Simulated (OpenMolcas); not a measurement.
# One shape, several levels: singlet CH4ClGe+

We compute a comparison of 6 runs (HF/def2-SVP, B2PLYP/def2-SVP, B3LYP/def2-SVP, PBE/def2-SVP, TPSS/def2-SVP, MP2/def2-SVP) of singlet CH4ClGe+. 

The calculation is run with OpenMolcas 26.06.

1 further run of the same task is left out (set aside as unsound or not needed).

## 1. The system as given

CH4ClGe+: 7 atoms, total charge +1, spin state singlet. SMILES of the parent species: `[CH3][GeH][Cl]`. Geometry: relaxed at PBE0-D4/def2-TZVP. That shape belongs to the parent species and isn't relaxed for this state.

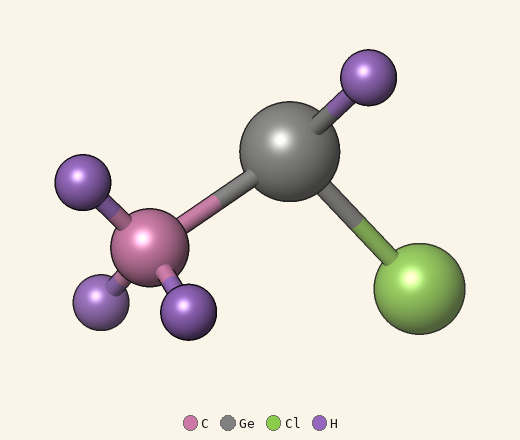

The structure, seen from a chosen angle (carbon pink, germanium grey, chlorine green, hydrogen purple).

## 2. A single-point energy at HF/def2-SVP (run 1)

Contents of test.inp:

```
* CH4ClGe Hartree-Fock

&GATEWAY
 BasLib
 $CurrDir
 Coord
 7
 bohr
 C     -1.38535822     0.82845593    -0.49491927
 Ge     1.33301281    -1.67335248    -0.34600885
 Cl     1.92185147    -2.57324006     3.60843203
 H     -0.81900730     2.48404499     0.59961010
 H     -3.11086715     0.04044014     0.30386796
 H     -1.71946180     1.37836624    -2.45324245
 H      3.89548143    -0.61321613    -1.30410000
 Basis
 def2-SVP
 Group
 NoSym

&SEWARD

&SCF
 Charge
 1
 Thresholds
 1e-10 1e-07 1e-07 1e-05
 PrOrbitals
 1 1
```

The basis set def2-SVP is read from a file made from the Basis Set Exchange's data (not shown).

The run is started by

```bash
export MOLCAS_MEM=1860
pymolcas test.inp > test.log
```

Log:

```text
--- Start Module: gateway ---
[...]
--- Stop Module: gateway /rc=_RC_ALL_IS_WELL_ ---
--- Start Module: seward ---
[...]
      Basis functions           84
--- Stop Module: seward /rc=_RC_ALL_IS_WELL_ ---
[...]
--- Start Module: scf ---
[...]
       Convergence after  18 Iterations
[...]
::    Total SCF energy                              -2574.3424504175
[...]
      Total spin, S                                     0.0000000000
[...]
      Total electronic charge=   58.000000
      Total            charge=    1.000000
[...]
      Dipole Moment (debye):
      Origin of the operator (angstrom)=    0.6242   -0.8490    0.3888
                   X= -1.3132E+00               Y=  7.4757E-01               Z= -4.0425E+00           Total=  4.3157E+00
      Center of Charge (angstrom)
[...]
--- Stop Module: scf /rc=_RC_ALL_IS_WELL_ ---
[...]
```

It took 11 s on 1 thread of AMD EPYC 7R43 (Zen 3), shared host; peak memory 0.46 GiB.

## 3. The energy at B2PLYP/def2-SVP (run 2)

Contents of geom.xyz:

```xyz
7

C     -0.733100     0.438400    -0.261900
Ge     0.705400    -0.885500    -0.183100
Cl     1.017000    -1.361700     1.909500
H     -0.433400     1.314500     0.317300
H     -1.646200     0.021400     0.160800
H     -0.909900     0.729400    -1.298200
H      2.061400    -0.324500    -0.690100
```

Contents of run.input:

```
&GATEWAY
BasLib=$CurrDir
Coord=geom.xyz
Basis=def2-SVP
Group=NoSym
&SEWARD
GridInput
Grid=UltraFine
End of Grid
&SCF
Charge=1
KSDFT=B2PLYP_SCF
Thresholds=1e-10 1e-07 1e-07 1e-05
PrOrbitals=1 2
&MBPT2
Frozen=15
```

The basis set def2-SVP is read from a file made from the Basis Set Exchange's data (not shown).

The run is started by

```bash
export MOLCAS_MEM=1860
pymolcas run.input > run.log
```

Log:

```text
--- Start Module: gateway ---
[...]
--- Stop Module: gateway /rc=_RC_ALL_IS_WELL_ ---
[...]
      Basis functions           84
[...]
--- Start Module: scf ---
[...]
       Convergence after  18 Iterations
[...]
::    Total KS-DFT energy                           -2576.2413081702
[...]
      Total spin, S                                     0.0000000000
[...]
      Total electronic charge=   58.000000
      Total            charge=    1.000000
[...]
      Dipole Moment (debye):
      Origin of the operator (angstrom)=    0.6242   -0.8490    0.3888
                   X= -1.2562E+00               Y=  9.6441E-01               Z= -3.5029E+00           Total=  3.8442E+00
      Center of Charge (angstrom)
[...]
--- Stop Module: scf /rc=_RC_ALL_IS_WELL_ ---
[...]
--- Start Module: mbpt2 ---
[...]
 ###    WARNING: MP2 implementation intended for RHF references only         ###
 ###############################################################################
MBPT2 WARNING: Reference function according to RunFile:KS-DFT
I'll assume you know what you're doing and continue
WARNING!
Default frozen orbitals as non valence orbitals is overwritten by user input.
Default values:  20
[...]
       Reference weight ( Cref**2 )         =        0.79340
::    Total MBPT2 energy                            -2576.8467562638
[...]
      Total MBPT2 calculations                           0.42      0.48
--- Stop Module: mbpt2 /rc=_RC_ALL_IS_WELL_ ---
[...]
```

Run time: 33 s. Hardware: 1 thread of AMD EPYC 7R43 (Zen 3), shared host; peak memory 0.46 GiB.

Run 3 isn't shown in full; the table further down has it.

## 4. A single-point energy at PBE/def2-SVP (run 4)

Contents of test.inp:

```
&GATEWAY
 BasLib = $CurrDir
 Coord
 7
 bohr
 C     -1.38535822     0.82845593    -0.49491927
 Ge     1.33301281    -1.67335248    -0.34600885
 Cl     1.92185147    -2.57324006     3.60843203
 H     -0.81900730     2.48404499     0.59961010
 H     -3.11086715     0.04044014     0.30386796
 H     -1.71946180     1.37836624    -2.45324245
 H      3.89548143    -0.61321613    -1.30410000
 Basis = def2-SVP
 Group = NoSym

&SEWARD
 GridInput
 Grid=UltraFine
 End of Grid

&SCF
 Charge = 1
 KSDFT = PBE
 Thresholds = 1e-10 1e-07 1e-07 1e-05
 PrOrbitals = 1 2
```

The basis set def2-SVP is read from a file made from the Basis Set Exchange's data (not shown).

The run is started by

```bash
export MOLCAS_MEM=1860
pymolcas test.inp > test.log
```

Log:

```text
--- Start Module: gateway ---
[...]
--- Stop Module: gateway /rc=_RC_ALL_IS_WELL_ ---
--- Start Module: seward ---
[...]
      Basis functions           84
--- Stop Module: seward /rc=_RC_ALL_IS_WELL_ ---
[...]
--- Start Module: scf ---
[...]
       Convergence after  23 Iterations
[...]
::    Total KS-DFT energy                           -2576.4193488570
[...]
      Total spin, S                                     0.0000000000
[...]
      Total electronic charge=   58.000000
      Total            charge=    1.000000
[...]
      Dipole Moment (debye):
      Origin of the operator (angstrom)=    0.6242   -0.8490    0.3888
                   X= -1.1942E+00               Y=  1.1934E+00               Z= -2.8217E+00           Total=  3.2882E+00
      Center of Charge (angstrom)
[...]
--- Stop Module: scf /rc=_RC_ALL_IS_WELL_ ---
[...]
```

It took 41 s on 1 thread of AMD EPYC 7R43 (Zen 3), shared host; peak memory 0.46 GiB.

Run 5 isn't shown in full; the table further down has it.

## 5. A single-point energy at MP2/def2-SVP (run 6)

Contents of job.inp:

```
* CH4ClGe MP2
&GATEWAY
BASLIB=$CurrDir
COORD
7
angstrom
C       -0.733100       0.438400      -0.261900
Ge       0.705400      -0.885500      -0.183100
Cl       1.017000      -1.361700       1.909500
H       -0.433400       1.314500       0.317300
H       -1.646200       0.021400       0.160800
H       -0.909900       0.729400      -1.298200
H        2.061400      -0.324500      -0.690100
BASIS=def2-SVP
GROUP=NoSym
&SEWARD
&SCF
CHARGE=1
THRESHOLDS=1e-10 1e-07 1e-07 1e-05
PRORBITALS=1 2
&MBPT2
FROZEN=15
```

The basis set def2-SVP is read from a file made from the Basis Set Exchange's data (not shown).

The run is started by

```bash
export MOLCAS_MEM=1860
pymolcas job.inp > job.log
```

Log:

```text
--- Start Module: gateway ---
[...]
--- Stop Module: gateway /rc=_RC_ALL_IS_WELL_ ---
[...]
      Basis functions           84
[...]
--- Start Module: scf ---
[...]
       Convergence after  18 Iterations
[...]
::    Total SCF energy                              -2574.3424504167
[...]
      Total spin, S                                     0.0000000000
[...]
      Total electronic charge=   58.000000
      Total            charge=    1.000000
[...]
      Dipole Moment (debye):
      Origin of the operator (angstrom)=    0.6242   -0.8490    0.3888
                   X= -1.3132E+00               Y=  7.4757E-01               Z= -4.0425E+00           Total=  4.3157E+00
      Center of Charge (angstrom)
[...]
--- Stop Module: scf /rc=_RC_ALL_IS_WELL_ ---
[...]
--- Start Module: mbpt2 ---
[...]
WARNING!
Default frozen orbitals as non valence orbitals is overwritten by user input.
Default values:  20
[...]
       Reference weight ( Cref**2 )         =        0.86177
::    Total MBPT2 energy                            -2574.8332169152
[...]
      Total MBPT2 calculations                           0.37      0.43
--- Stop Module: mbpt2 /rc=_RC_ALL_IS_WELL_ ---
[...]
```

Run time: 12 s. Hardware: 1 thread of AMD EPYC 7R43 (Zen 3), shared host; peak memory 0.46 GiB.

## 6. Overview of the runs

```tsv
run	level	frozen core orbitals	integration grid	energy (Eh)	HOMO energy (eV)	LUMO energy (eV)	HOMO–LUMO gap (eV)	wall time
1	HF/def2-SVP	–	–	-2574.342450	-17.54	-7.33	10.20	11 s
2	B2PLYP/def2-SVP	15	UltraFine	-2576.404779	-15.60	-9.39	6.21	33 s
3	B3LYP/def2-SVP	–	UltraFine	-2577.040413	-14.23	-10.74	3.49	35 s
4	PBE/def2-SVP	–	UltraFine	-2576.419349	-13.19	-11.24	1.94	41 s
5	TPSS/def2-SVP	–	UltraFine	-2576.992026	-13.34	-11.24	2.11	57 s
6	MP2/def2-SVP	15	–	-2574.833217	-17.54	-7.33	10.20	12 s
```

## 7. What came out

| quantity | value |
| --- | --- |
| run 6: total energy | -2574.83322 Eh |
| run 6: HOMO energy (Hartree–Fock orbitals) | -17.54 eV |
| run 6: LUMO energy (Hartree–Fock orbitals) | -7.33 eV |
| run 6: HOMO–LUMO gap (Hartree–Fock orbitals) | 10.20 eV |
| run 6: correlation energy (15 core orbitals frozen) | -490.8 mEh |

**Reading.** Over runs 1, 2, 3, 4, 5 the HOMO–LUMO gap runs from 1.94 eV (PBE/def2-SVP) to 10.20 eV (HF/def2-SVP). Exact exchange widens orbital gaps. For B2PLYP the log adds the whole second-order term; the table takes 0.27 of it, as the functional is defined. Totals of different functionals can't be ranked against each other. All runs together took 3.2 min, the longest 57 s.
